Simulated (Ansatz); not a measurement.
# SiH2 (SMILES [SiH2]) at PBE-QIDH/aug-cc-pVTZ

Aim: the vertical ionisation energy of SiH2 at PBE-QIDH/aug-cc-pVTZ, from 2 runs. 

The calculation is run with Ansatz 0.2.0.

32 further runs of the same task are left out: 32 set aside as unsound or not needed.

### 1 Starting point

SiH2 has 3 atoms, charge 0, and is taken as a singlet. SMILES: `[SiH2]`. Geometry: relaxed at PBE0-D4/def2-TZVP.

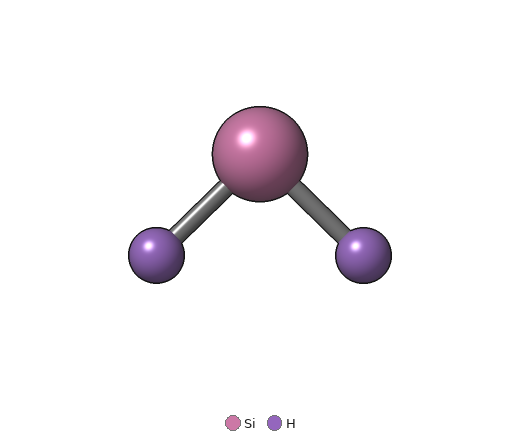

The structure, seen from a chosen angle (silicon pink, hydrogen purple).

### 2 The energy at PBE-QIDH/aug-cc-pVTZ

Contents of in.yaml:

```yaml
crystal:
  periodic: [false, false, false]
  atoms:
    - {symbol: Si, position_ang: [-0.491200, 0.468600, -0.213600]}
    - {symbol: H, position_ang: [0.840300, 0.578600, 0.522500]}
    - {symbol: H, position_ang: [-0.349100, -1.047200, -0.308900]}
basis:
  gaussian: {orbitals: aug-cc-pVTZ}
hamiltonian: {xc: {name: PBE-QIDH}}
correlation: {frozen_orbitals: {H: 0, Si: 5}}
accuracy: high
output: {orbitals: {seedname: orbitals}}
```

Started as:

```bash
$ ansatz run in.yaml --threads 1 --pin off --max-ram 3480MiB --events-out events.jsonl --progress --plain --runs-dir runs
```

The program printed:

```text
Warning: RAYON_NUM_THREADS=1 ignored (pool sized by the plan → 1); use --threads N
Functional definition: PBE-QIDH
  name "PBE-QIDH"
  parameter a = 3^(-1/3)
  parameter c = 1/3
  exchange = (1 - a)*pbe_x + a*exact_x
  correlation = (1 - c)*pbe_c + c*(mp2_os + mp2_ss)
1418 factors; integrals over basis functions are off by at most 3.9e-9 eV
mean field evaluation 1: about -7900.8652 eV, gradient 6.7e0 eV
mean field evaluation 2: about -7900.8672 eV, gradient 6.7e0 eV
mean field evaluation 4: about -7901.0957 eV, gradient 4.3e-1 eV
mean field evaluation 8: about -7901.0970 eV, gradient 2.6e-3 eV
mean field evaluation 16: about -7901.0970 eV, gradient 9.4e-8 eV
mean field -7901.09703183 eV, -290.3599603637 hartree, gradient 9.5e-8 eV, S^2 0.000000; 0 other end points of the search recorded, 0 dependent functions left out; unrestricted orbitals would lower it
5 core orbitals not correlated: weight in the atoms' cores, before any rotation towards them, 1.000 or more for the frozen orbitals, at most 0.000 for the correlated occupied ones
reference -7901.09703341 eV, -290.3599604218 hartree; 3, 3 occupied and 88, 88 virtual orbitals, 1418 factors
second order -3.49562322 eV of doubles, -0.00000000 eV of singles
Total energy: -7902.26224115 eV, -290.4027810164 hartree
```

It took 4.5 s on 1 thread of Arm Neoverse V1, shared host; peak memory 0.18 GiB.

### 3 The doublet cation

Contents of run.yaml:

```yaml
crystal:
  periodic: [false, false, false]
  atoms:
    - symbol: Si
      position_ang: [-0.491200, 0.468600, -0.213600]
    - symbol: H
      position_ang: [0.840300, 0.578600, 0.522500]
    - symbol: H
      position_ang: [-0.349100, -1.047200, -0.308900]
basis:
  gaussian: {orbitals: aug-cc-pVTZ}
accuracy: high
output: {orbitals: {seedname: orbitals}}
hamiltonian: {xc: {name: PBE-QIDH}}
correlation: {frozen_orbitals: {H: 0, Si: 5}}
total_charge: 1
magnetization: {spin_polarized: true, initial_magnetization: 1}
```

Started as:

```bash
$ ansatz run run.yaml --threads 1 --pin off --max-ram 3480MiB --events-out events.jsonl --progress --plain --runs-dir runs
```

The program printed:

```text
Warning: RAYON_NUM_THREADS=1 ignored (pool sized by the plan → 1); use --threads N
[... 6 set-up lines as earlier in the session ...]
1418 factors; integrals over basis functions are off by at most 3.9e-9 eV
mean field evaluation 1: about -7891.4368 eV, gradient 8.1e0 eV
mean field evaluation 2: about -7891.4391 eV, gradient 8.1e0 eV
mean field evaluation 4: about -7892.0411 eV, gradient 6.6e-1 eV
mean field evaluation 8: about -7892.0492 eV, gradient 1.1e-2 eV
mean field evaluation 16: about -7892.0492 eV, gradient 1.1e-5 eV
mean field -7892.04921852 eV, -290.0274593575 hartree, gradient 1.6e-8 eV, S^2 0.757268; 0 other end points of the search recorded, 0 dependent functions left out
5 core orbitals not correlated: weight in the atoms' cores, before any rotation towards them, 1.000 or more for the frozen orbitals, at most 0.000 for the correlated occupied ones
reference -7892.04921969 eV, -290.0274594005 hartree; 3, 2 occupied and 88, 89 virtual orbitals, 1418 factors
second order -2.46971764 eV of doubles, -0.00000000 eV of singles
Total energy: -7892.87245890 eV, -290.0577128836 hartree
```

Wall time 6.6 s (1 thread of Arm Neoverse V1, shared host); peak memory 0.23 GiB.

### 4 Results

Level: PBE-QIDH/aug-cc-pVTZ, 5 core orbitals frozen.

```
                                                                quantity          value
                                              singlet SiH2: total energy  -290.40278 Eh
                         singlet SiH2: HOMO energy (SCF part's orbitals)       -8.48 eV
                         singlet SiH2: LUMO energy (SCF part's orbitals)       -1.38 eV
                       singlet SiH2: HOMO–LUMO gap (SCF part's orbitals)        7.10 eV
                                            doublet cation: total energy  -290.05771 Eh
doublet cation: HOMO energy (SCF part's orbitals) (highest over α and β)      -17.91 eV
 doublet cation: LUMO energy (SCF part's orbitals) (lowest over α and β)       -9.62 eV
                                                    doublet cation: ⟨S²⟩          0.757
                      vertical ionisation energy (to the doublet cation)       9.390 eV
```

**Reading.** The vertical ionisation energy comes to 9.39 eV (906 kJ/mol). The negative HOMO energy of the first species, 8.48 eV, lies 0.91 eV below that difference. The restricted solution (singlet SiH2) is unstable to spin breaking: an unrestricted one lies lower.
